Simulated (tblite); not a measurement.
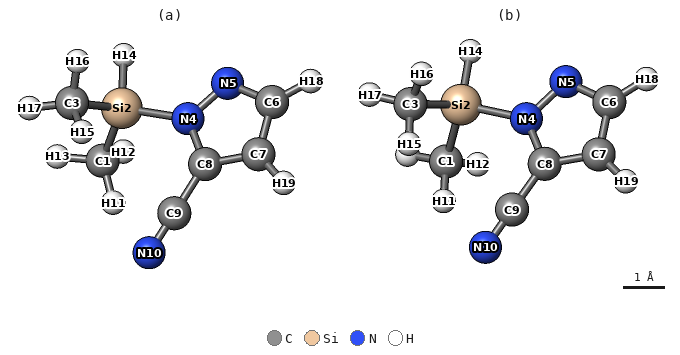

The structure of C6H9N3Si before (left) and after (right) a relaxation, at one scale.

The picture is a ball-and-stick view, seen at a tilt.

All numbers below come from GFN2-xTB geometry optimisation, gas phase (tblite 0.8.0). 

What changed between the two?

H12 moves most after the best rigid fit: 0.52 Å. Largest moves by element: H 0.52 Å, N 0.16 Å, C 0.14 Å, Si 0.09 Å. Near-neighbour distances that change, for instance: C1–Si2 1.835 → 1.898 Å, C1–H13 1.140 → 1.085 Å, C8–C9 1.439 → 1.397 Å, C1–H12 1.125 → 1.087 Å. Among the angles between lasting bonds that change: C1–Si2–N4 114.0° → 106.8°, N5–C6–H18 127.3° → 120.5°, C1–Si2–H14 108.1° → 114.5°. Groups turn about Si2–C3 by about 20°. The energy falls by 48.9 kJ/mol in 81 geometry steps.
